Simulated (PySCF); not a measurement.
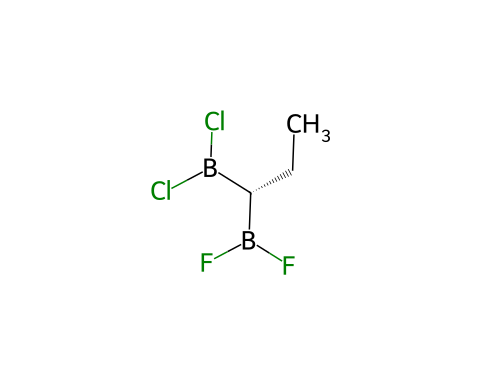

The geometry was computed by an optimisation with GFN2-xTB. No frequency run is at hand to confirm it as a minimum. Method: PBE0/pcSseg-1, gas phase (PySCF 2.14.0).

Predict the main results.

The species is C₃H₆B₂Cl₂F₂ (`CC[C@H](B(F)F)B(Cl)Cl`).
- dipole moment: 1.94 D
- HOMO energy (Kohn–Sham orbital): −9.00 eV
- LUMO energy (Kohn–Sham orbital): −1.66 eV
- HOMO–LUMO gap: 7.34 eV

The geometry is semi-empirical. Around B such bond lengths and angles can be off by a tenth of an ångström or more and by several degrees, and values that hang on the shape move with them.
